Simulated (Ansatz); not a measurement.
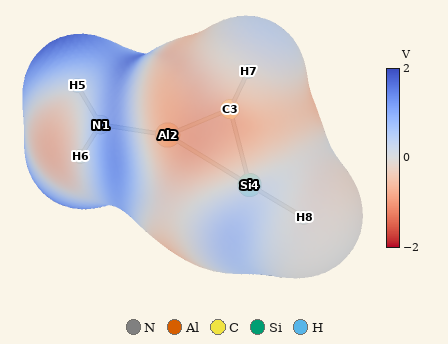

The picture shows: CH$_{4}$AlNSi. The molecular electrostatic potential painted on the density surface at 0.002 e/bohr³, seen at a tilt; the colour scale runs from red (negative) to blue (positive).

Level of theory: Ansatz 0.2.0, RKS B3LYP-D4/cc-pVDZ.

```tsv
atom	x (Å)	y (Å)	z (Å)
N	-1.0234	1.4166	-0.7489
Al	-0.1640	0.1782	0.1973
C	1.3081	-0.4765	1.2013
Si	0.1813	-1.8502	1.2191
H	-0.6521	2.3381	-0.9634
H	-1.9466	1.3039	-1.1565
H	2.3034	-0.2466	1.5986
H	0.4211	-3.1831	1.8988
```

Where is the surface potential most negative and most positive?

Answer. The most negative region (about −0.9 V) lies over the π face of C3, the most positive (about +1.7 V) over H5 and H6.
